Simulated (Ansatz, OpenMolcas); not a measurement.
A ladder of methods for AlSiNH6O (SMILES O[SiH2][NH][AlH2])

The species is AlSiNH6O (10 atoms), meant as a singlet with charge 0. SMILES: `O[SiH2][NH][AlH2]`. Geometry: relaxed at PBE0-D4/def2-TZVP. This is one conformer, not always the lowest.

Quantity: the HOMO–LUMO gap, in eV. The values are calculated.

```tsv
level	kind	program	value (eV)
BLYP/6-31G* (spherical functions)	GGA	OpenMolcas	4.88
PBE/6-31G* (spherical functions)	GGA	OpenMolcas	4.91
revPBE/6-31G* (spherical functions)	GGA	OpenMolcas	4.95
M06-L/6-31G* (spherical functions)	meta-GGA	OpenMolcas	5.64
B3LYP/6-31G* (spherical functions)	global hybrid	Ansatz	6.57
M06-2X/6-31G* (spherical functions)	hybrid meta-GGA	OpenMolcas	8.92
B3LYP/6-31G* (Cartesian functions)	global hybrid	OpenMolcas	6.57
B2PLYP/6-31G* (spherical functions)	double hybrid	OpenMolcas	9.22
```

The values span 4.88 to 9.22 eV. Orbital gaps aren't excitation energies, and those of double hybrids come from the SCF part alone; they tend to grow with the share of exact exchange.

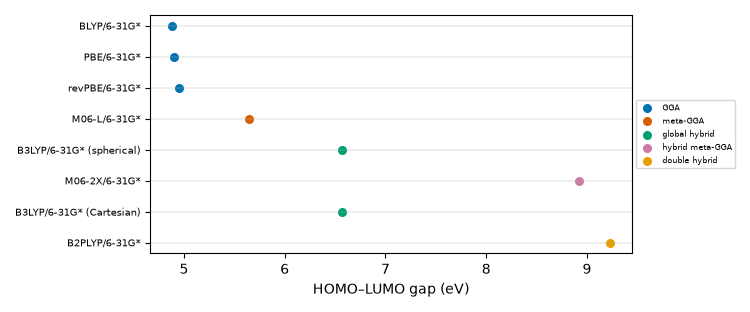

The values of the table, level by level.
